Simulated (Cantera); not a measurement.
Input: 1 mol SiCl4, 2 mol H2, held at 3.00 mbar.

Method: chemical equilibrium by Gibbs-energy minimisation in Cantera with the NASA 1993 tables (ideal gas, pure condensed phases). Candidate condensed phases: Si; 19 gas species. The tables' values for SiCl, SiCl3 are old estimates; treat these amounts as uncertain. Gases not in the tables: Si2H6 and higher silanes. Equilibrium is a limit: real reactors are often held back by kinetics, nucleation or transport.

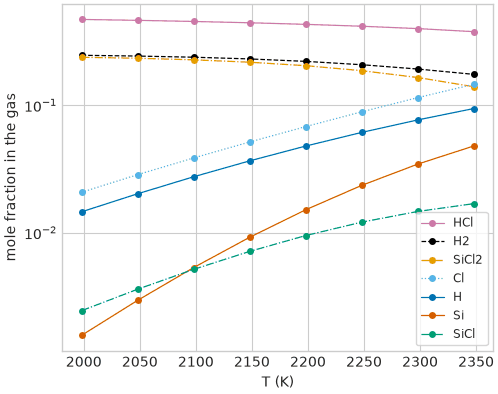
Figure: Equilibrium gas composition (values under 1e-9 drawn at 1e-9)

From 1998 K to 2348 K nothing is condensed. The main Si-bearing gas is SiCl2 throughout.
